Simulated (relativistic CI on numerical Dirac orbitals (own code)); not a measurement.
# Rh⁵⁺: M2,3 absorption multiplets

Wanted: the shape of the M2,3 absorption spectrum of Rh⁵⁺ in 5 surroundings, from the same atomic integrals.

Method: Dirac-Coulomb-Breit CI, KLI orbitals optimised for each configuration, model QED (radiative potential, 1s self-energy scaled to tabulated hydrogen-like ionisation energies), valence Slater integrals scaled by 0.7, multiplet model of core-to-valence dipole absorption. Code: relativistic CI on numerical Dirac orbitals (own code) version 1.

### 1 Starting point

```
ion                                            : Rh⁵⁺ (Rh VI)
nuclear charge                                 : 45
electrons                                      : 40
configurations                                 : [Kr] 4d4 → [Ne] 3s2 3p5 3d10 4s2 4p6 4d5
magnetising field for the dichroism, Lz and Sz : exchange field 10 meV on Sz; these come from the lowest magnetised state alone (0 K)
temperature of the isotropic spectrum          : 10 K
widths                                         : Lorentz 2 eV, Gauss 0.4 eV
surrounding 1                                  : free ion
surrounding 2                                  : D4h, 10Dq = 14250, Ds = 1440, Dt = -430 cm⁻¹
surrounding 3                                  : D3d, 10Dq = 20950, Dsigma = 470, Dtau = -200 cm⁻¹
surrounding 4                                  : Td, 10Dq = -24550 cm⁻¹
surrounding 5                                  : Oh, 10Dq = 36500 cm⁻¹
```

### 2 Surrounding 1: free ion

Input settings:

```ini
atom Rh  Z=45  charge=5  electrons=40
nucleus A=103  rms_radius_fm=4.4945
hamiltonian dirac-coulomb  breit=on  qed=on  c_scale=1
orbitals kli  potential=per-configuration
slater_scale 0.7
correlation none
mixing on
configurations
  [Kr] 4d4
  [Ne] 3s2 3p5 3d10 4s2 4p6 4d5
end
absorption M2,3 T=10 lorentz=2 gauss=0.4
crystal_field free
```

From the run's result record (rounded, not every field):

```text
status: converged
curve, one point in 3 above 2 % of the maximum [energy, isotropic, mcd, ld] [eV; bohr^2/eV]:
  - [498.25, 3.28e-05, 4.472e-06, -4.336e-07]
  - [499, 3.984e-05, 5.683e-06, -5.458e-07]
  - [499.75, 4.95e-05, 7.46e-06, -7.069e-07]
  - [500.5, 6.327e-05, 1.021e-05, -9.491e-07]
  - [501.25, 8.395e-05, 1.477e-05, -1.336e-06]
  - [502, 0.0001172, 2.301e-05, -2.007e-06]
  - [502.75, 0.0001761, 3.975e-05, -3.301e-06]
  - [503.5, 0.0002939, 7.835e-05, -6.131e-06]
  - [504.25, 0.0005398, 0.0001653, -1.241e-05]
  - [505, 0.000825, 0.000216, -1.796e-05]
  - [505.75, 0.001002, 5.915e-05, -1.408e-05]
  - [506.5, 0.001468, -8.661e-05, -1.275e-05]
  - [507.25, 0.001422, 1.145e-05, -9.239e-06]
  - [508, 0.0008682, 6.492e-05, -9.021e-07]
  - [508.75, 0.0005268, 5.146e-05, 2.612e-06]
  - [509.5, 0.0003449, 3.811e-05, 3.047e-06]
  - [510.25, 0.0002193, 2.352e-05, 1.794e-06]
  - [511, 0.0001402, 1.356e-05, 6.52e-07]
  - [511.75, 9.666e-05, 8.594e-06, 1.817e-07]
  - [512.5, 7.108e-05, 5.998e-06, 3.266e-11]
  - [513.25, 5.487e-05, 4.501e-06, -7.096e-08]
  - [514, 4.391e-05, 3.555e-06, -9.593e-08]
  - [514.75, 3.607e-05, 2.91e-06, -1.013e-07]
  - [529.75, 3.387e-05, 6.587e-06, 3.337e-07]
  - [530.5, 5.24e-05, 1.061e-05, 4.112e-07]
  - [531.25, 9.311e-05, 1.979e-05, 7.218e-07]
  - [532, 0.0001821, 4.047e-05, 1.385e-06]
  - [532.75, 0.0002656, 6.036e-05, 1.341e-06]
  - [533.5, 0.000217, 3.811e-05, 8.151e-07]
  - [534.25, 0.0001582, 7.618e-06, 6.948e-07]
  - [535, 0.0001073, -2.644e-07, 5.02e-07]
  - [535.75, 6.046e-05, 1.065e-06, 2.815e-07]
  - [536.5, 3.636e-05, 1.655e-06, 1.582e-07]
sticks, the strongest [energy, strength] [eV, bohr^2]:
  - [504.92, 0.001506]
  - [506.74, 0.003404]
  - [507.13, 0.0001456]
  - [507.19, 0.001096]
  - [507.7, 0.0002164]
  - [508.27, 7.328e-05]
  - [508.49, 0.0001006]
  - [508.9, 7.831e-05]
  - [509.43, 6.515e-05]
  - [509.65, 7.805e-05]
  - [532.58, 0.0005008]
  - [533.06, 0.0002579]
  - [534.26, 0.0001221]
  - [534.71, 0.0001147]
total [bohr^2]: 0.00795803
centroid [eV]: 510.18
radial 3p6 4d4 [Ha, bohr]: {"<r^-3>(4d)": 9.1341, "<r^1>(4d)": 1.2585, "<r^2>(4d)": 1.8324, "<r^4>(4d)": 5.4717, "F2(4d,4d)": 0.36772, "F4(4d,4d)": 0.2442, "zeta(4d)": 0.0075628}
radial 3p5 4d5 [Ha, bohr]: {"<r^-3>(3p)": 538.61, "<r^1>(3p)": 0.38632, "<r^2>(3p)": 0.17336, "<r^4>(3p)": 0.048327, "zeta(3p)": 0.61687, "<r^-3>(4d)": 9.9927, "<r^1>(4d)": 1.2142, "<r^2>(4d)": 1.7068, "<r^4>(4d)": 4.7537, "F2(4d,4d)": 0.38041, "F4(4d,4d)": 0.25279, "F2(3p,4d)": 0.20693, "G1(3p,4d)": 0.044957, "G3(3p,4d)": 0.045853, "zeta(4d)": 0.008388}
ground_degeneracy: 1
ground_Lz: 0.390677
ground_Sz: -0.390677
ground_S: 1.94633
core_spin_orbit_splitting [eV]: 25.3655
branching_ratio: 0.866028
edge_boundary [eV]: 523.649
mcd_integrals: [0.0260517, 0.00689514]
```

It took 2.4 s on 1 thread, shared host.

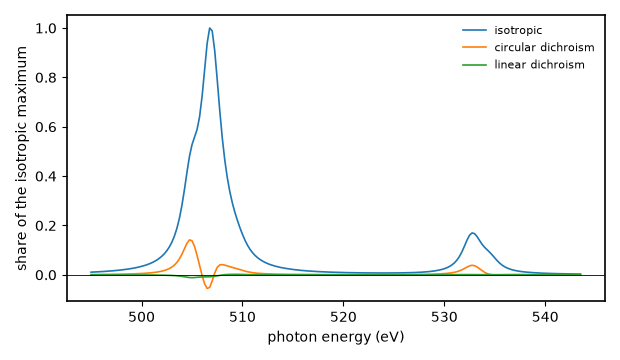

Thermal isotropic spectrum, and the dichroism of the lowest magnetised state alone (0 K, fully polarised).

### 3 Surrounding 2: D4h, 10Dq = 14250, Ds = 1440, Dt = -430

Settings: those of step 2 with these lines changed.

```diff
@@ -12,2 +12,2 @@
 absorption M2,3 T=10 lorentz=2 gauss=0.4
-crystal_field free
+crystal_field D4h 10Dq=14250 Ds=1440 Dt=-430
```

From the record:

```text
status: converged
curve, one point in 5 above 2 % of the maximum [energy, isotropic, mcd, ld] [eV; bohr^2/eV]:
  - [498.25, 3.064e-05, -7.543e-07, -1.796e-06]
  - [499.5, 4.228e-05, -1.119e-06, -2.36e-06]
  - [500.75, 6.22e-05, -1.824e-06, -3.274e-06]
  - [502, 0.0001007, -3.459e-06, -4.92e-06]
  - [503.25, 0.0001903, -8.483e-06, -8.452e-06]
  - [504.5, 0.0004696, -2.969e-05, -1.805e-05]
  - [505.75, 0.001278, -1.346e-05, -2.046e-05]
  - [507, 0.001355, 1.342e-05, -0.0001618]
  - [508.25, 0.00076, -5.662e-05, -4.271e-05]
  - [509.5, 0.0003607, -7.252e-06, -2.493e-05]
  - [510.75, 0.0001707, -8.445e-07, -4.143e-06]
  - [512, 9.469e-05, 7.238e-08, -9.968e-07]
  - [513.25, 6.058e-05, 4.55e-09, -1.556e-06]
  - [514.5, 4.125e-05, -3.216e-07, -1.891e-06]
  - [528.25, 3.06e-05, 2.36e-07, -2.628e-05]
  - [529.5, 6.351e-05, -1.623e-06, -6.408e-05]
  - [530.75, 0.0001703, -1.192e-05, -0.0001856]
  - [532, 0.0002286, 3.579e-05, -0.0002123]
  - [533.25, 0.0001611, 4.17e-05, -8.615e-05]
  - [534.5, 0.000105, 2.058e-05, -1.435e-05]
  - [535.75, 5.376e-05, 4.576e-06, 1.963e-06]
sticks, the strongest [energy, strength] [eV, bohr^2]:
  - [505.74, 0.0002845]
  - [505.82, 0.0003584]
  - [505.91, 0.000249]
  - [506.02, 0.0003499]
  - [506.26, 0.0002726]
  - [506.51, 0.0006805]
  - [506.53, 0.0007418]
  - [506.82, 0.0004008]
total [bohr^2]: 0.00794706
centroid [eV]: 510.584
ground_degeneracy: 1
ground_Lz: -0.00103779
ground_Sz: -0.53488
ground_S: 1.474
core_spin_orbit_splitting [eV]: 25.3655
branching_ratio: 0.851466
edge_boundary [eV]: 523.831
mcd_integrals: [-0.00597497, 0.00553157]
```

Run time: 2.3 s. Hardware: 1 thread, shared host.

### 4 Surrounding 3: D3d, 10Dq = 20950, Dsigma = 470, Dtau = -200

Settings: those of step 3 with these lines changed.

```diff
@@ -12,2 +12,2 @@
 absorption M2,3 T=10 lorentz=2 gauss=0.4
-crystal_field D4h 10Dq=14250 Ds=1440 Dt=-430
+crystal_field D3d 10Dq=20950 Dsigma=470 Dtau=-200
```

From the record:

```text
status: converged
curve, one point in 5 above 2 % of the maximum [energy, isotropic, mcd, ld] [eV; bohr^2/eV]:
  - [498, 2.937e-05, -2.147e-07, 6.662e-08]
  - [499.25, 4.025e-05, -3.191e-07, 2.321e-07]
  - [500.5, 5.867e-05, -5.269e-07, 6.237e-07]
  - [501.75, 9.378e-05, -1.024e-06, 1.667e-06]
  - [503, 0.0001743, -2.588e-06, 5.053e-06]
  - [504.25, 0.000421, -9.416e-06, 1.962e-05]
  - [505.5, 0.001088, -1.08e-05, 5.295e-05]
  - [506.75, 0.001408, 2.716e-05, -5.555e-05]
  - [508, 0.0008747, -1.964e-05, -5.741e-05]
  - [509.25, 0.0004527, -6.707e-06, -3.771e-05]
  - [510.5, 0.0002047, -1.306e-06, -1.375e-05]
  - [511.75, 0.0001065, -5.24e-07, -5.687e-06]
  - [513, 6.623e-05, -9.411e-08, -2.651e-06]
  - [514.25, 4.549e-05, -1.695e-07, -1.404e-06]
  - [515.5, 3.283e-05, -2.288e-07, -9.513e-07]
  - [528.75, 3.624e-05, -1.773e-06, 4.946e-07]
  - [530, 8.325e-05, -4.896e-06, 2.427e-06]
  - [531.25, 0.0002224, -1.467e-05, 5.602e-06]
  - [532.5, 0.000206, -6.681e-06, -6.535e-06]
  - [533.75, 0.0001255, 3.76e-06, -8.597e-06]
  - [535, 7.635e-05, 1.535e-06, -5.213e-06]
  - [536.25, 4.137e-05, -5.887e-07, -2.382e-06]
sticks, the strongest [energy, strength] [eV, bohr^2]:
  - [505.39, 0.0007278]
  - [505.4, 0.0004373]
  - [506.3, 0.0007516]
  - [506.32, 0.0002373]
  - [506.53, 0.0002422]
  - [506.7, 0.000707]
  - [506.98, 0.0003807]
  - [531.37, 0.000378]
total [bohr^2]: 0.00795966
centroid [eV]: 510.456
ground_degeneracy: 1
ground_Lz: -0.0393944
ground_Sz: -0.109449
ground_S: 1.21357
core_spin_orbit_splitting [eV]: 25.3655
branching_ratio: 0.856456
edge_boundary [eV]: 523.571
mcd_integrals: [-0.00144192, -0.0014008]
```

It took 2.4 s on 1 thread, shared host.

### 5 Surrounding 4: Td, 10Dq = -24550

Settings: those of step 4 with these lines changed.

```diff
@@ -12,2 +12,2 @@
 absorption M2,3 T=10 lorentz=2 gauss=0.4
-crystal_field D3d 10Dq=20950 Dsigma=470 Dtau=-200
+crystal_field Td 10Dq=-24550
```

From the record:

```text
status: converged
curve, one point in 4 above 2 % of the maximum [energy, isotropic, mcd, ld] [eV; bohr^2/eV]:
  - [499.5, 3.321e-05, 1.422e-09, 2.883e-11]
  - [500.5, 4.376e-05, 1.89e-09, 3.93e-11]
  - [501.5, 6.032e-05, 2.651e-09, 5.655e-11]
  - [502.5, 8.844e-05, 4.029e-09, 8.759e-11]
  - [503.5, 0.0001418, 6.947e-09, 1.508e-10]
  - [504.5, 0.0002605, 1.471e-08, 3.044e-10]
  - [505.5, 0.0005866, 3.686e-08, 7.645e-10]
  - [506.5, 0.00139, -3.795e-09, 1.691e-09]
  - [507.5, 0.001479, 9.758e-08, 7.925e-10]
  - [508.5, 0.0006623, 1.845e-08, 2.537e-10]
  - [509.5, 0.0003137, 2.152e-08, -8.987e-11]
  - [510.5, 0.0001977, -4.847e-09, -5.107e-10]
  - [511.5, 0.0001333, 3.11e-08, -4.617e-10]
  - [512.5, 8.523e-05, 1.906e-08, -2.265e-10]
  - [513.5, 5.758e-05, 1.122e-08, -9.907e-11]
  - [514.5, 4.22e-05, 7.388e-09, -4.603e-11]
  - [528, 3.412e-05, -6.212e-10, -3.512e-11]
  - [529, 5.328e-05, -1.519e-09, -8.319e-11]
  - [530, 9.875e-05, -3.856e-09, -2.127e-10]
  - [531, 0.0002315, -1.135e-08, -6.298e-10]
  - [532, 0.0005154, -2.609e-08, -1.538e-09]
  - [533, 0.0003387, 6.654e-10, -7.221e-10]
  - [534, 0.0001383, 1.302e-08, 4.961e-10]
  - [535, 7.287e-05, 1.797e-08, 2.384e-09]
  - [536, 5.118e-05, 2.436e-08, 3.847e-09]
  - [537, 3.585e-05, 1.177e-08, 1.723e-09]
sticks, the strongest [energy, strength] [eV, bohr^2]:
  - [506.41, 0.0002177]
  - [506.74, 0.002484]
  - [507.32, 0.002923]
  - [507.45, 8.096e-05]
  - [507.95, 5.138e-05]
  - [510.55, 4.461e-05]
  - [532.19, 0.0017]
  - [536.27, 2.809e-05]
total [bohr^2]: 0.00782081
centroid [eV]: 512.901
ground_degeneracy: 1
ground_Lz: 0.000134833
ground_Sz: -0.000424825
ground_S: 0.111831
core_spin_orbit_splitting [eV]: 25.3655
branching_ratio: 0.7734
edge_boundary [eV]: 524.641
mcd_integrals: [1.22569e-05, 4.08798e-07]
```

It took 2.5 s on 1 thread, shared host.

### 6 Surrounding 5: Oh, 10Dq = 36500

Settings: those of step 5 with these lines changed.

```diff
@@ -12,2 +12,2 @@
 absorption M2,3 T=10 lorentz=2 gauss=0.4
-crystal_field Td 10Dq=-24550
+crystal_field Oh 10Dq=36500
```

From the record:

```text
status: converged
curve, one point in 6 above 2 % of the maximum [energy, isotropic, mcd, ld] [eV; bohr^2/eV]:
  - [496.75, 2.106e-05, -6.156e-07, -7.973e-09]
  - [498.25, 2.972e-05, -9.384e-07, -1.245e-08]
  - [499.75, 4.562e-05, -1.605e-06, -2.218e-08]
  - [501.25, 8.064e-05, -3.329e-06, -4.902e-08]
  - [502.75, 0.0001878, -9.821e-06, -1.587e-07]
  - [504.25, 0.0006353, -3.922e-05, -6.316e-07]
  - [505.75, 0.0005847, -9.813e-08, 2.544e-07]
  - [507.25, 0.0007881, 6.96e-06, -8.604e-08]
  - [508.75, 0.0008772, -2.034e-05, -3.396e-07]
  - [510.25, 0.0004397, -8.806e-06, 5.26e-07]
  - [511.75, 0.0001632, -1.791e-06, 1.459e-07]
  - [513.25, 7.786e-05, -1.277e-06, 3.565e-08]
  - [514.75, 4.67e-05, -8.163e-07, 8.26e-09]
  - [516.25, 3.158e-05, -4.1e-07, -1.68e-09]
  - [517.75, 2.366e-05, -3.707e-07, -7.542e-09]
  - [527.5, 2.351e-05, -3.062e-07, -1.384e-07]
  - [529, 4.718e-05, -5.106e-07, -4.59e-07]
  - [530.5, 0.0001306, -1.238e-06, -1.013e-06]
  - [532, 0.0001563, -4.745e-06, -4.622e-07]
  - [533.5, 0.000286, -5.865e-06, -3.229e-07]
  - [535, 0.0001514, 3.872e-06, 2.072e-09]
  - [536.5, 7.058e-05, 6.603e-07, 1.284e-07]
  - [538, 2.847e-05, 5.516e-08, 1.578e-08]
sticks, the strongest [energy, strength] [eV, bohr^2]:
  - [504.64, 0.001796]
  - [505.25, 0.0002489]
  - [507.74, 0.0005311]
  - [507.81, 0.0008497]
  - [508.09, 0.0005442]
  - [508.84, 0.0005837]
  - [530.64, 0.0002951]
  - [533.07, 0.0004595]
total [bohr^2]: 0.0078871
centroid [eV]: 512.047
ground_degeneracy: 1
ground_Lz: -0.0720906
ground_Sz: -0.0844447
ground_S: 1.00697
core_spin_orbit_splitting [eV]: 25.3655
branching_ratio: 0.813193
edge_boundary [eV]: 524.784
mcd_integrals: [-0.00547895, -0.000504244]
```

Wall time 2.5 s (1 thread, shared host).

### 7 Comparison

| surrounding | ground S | Lz (0 K) | Sz (0 K) | centroid (eV) | share of the lower edge | up to four highest peaks (% of the highest), eV |
| --- | --- | --- | --- | --- | --- | --- |
| 1: free | 1.95 | 0.39 | -0.39 | 510.18 | 0.866 | 506.8 (100), 532.8 (17) |
| 2: D4h | 1.47 | 0.00 | -0.53 | 510.58 | 0.851 | 506.5 (100), 531.8 (15) |
| 3: D3d | 1.21 | -0.04 | -0.11 | 510.46 | 0.856 | 506.5 (100), 531.8 (17) |
| 4: Td | 0.11 | 0.00 | 0.00 | 512.90 | 0.773 | 507.0 (100), 532.2 (32) |
| 5: Oh | 1.01 | -0.07 | -0.08 | 512.05 | 0.813 | 504.8 (76), 508.0 (100), 530.8 (14), 533.2 (29) |

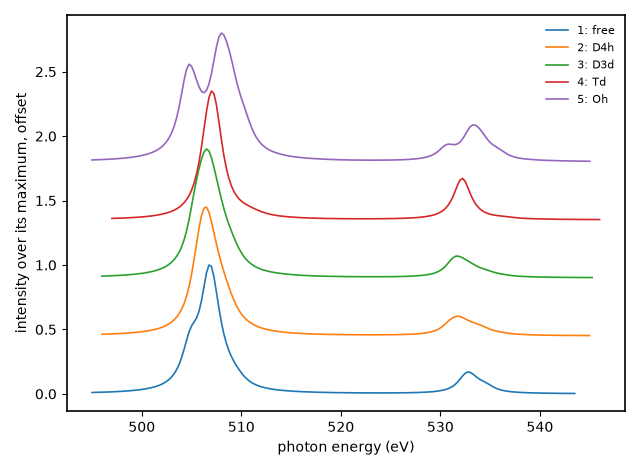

The spectra, each scaled to its maximum and offset.

### 8 Summary of results

| quantity | value |
| --- | --- |
| highest peak, first run | 506.8 eV |
| ground spin (effective S from ⟨S²⟩) | 0.11 to 1.95 |
| share of the lower edge | 0.773 to 0.866 |
| core spin-orbit splitting (without Breit) | 25.37 eV |

What this shows: The ground spin changes between the runs (1.95 to 0.11), and the line shape with it. The lower edge takes 0.87 of the intensity in surrounding 1, above the statistical 0.67. The position of the maximum differs by up to 1.5 eV between the surroundings, by shifts of peaks or by peaks exchanging rank. Edge positions are free-ion values and differ from those in solids by a few eV or more.
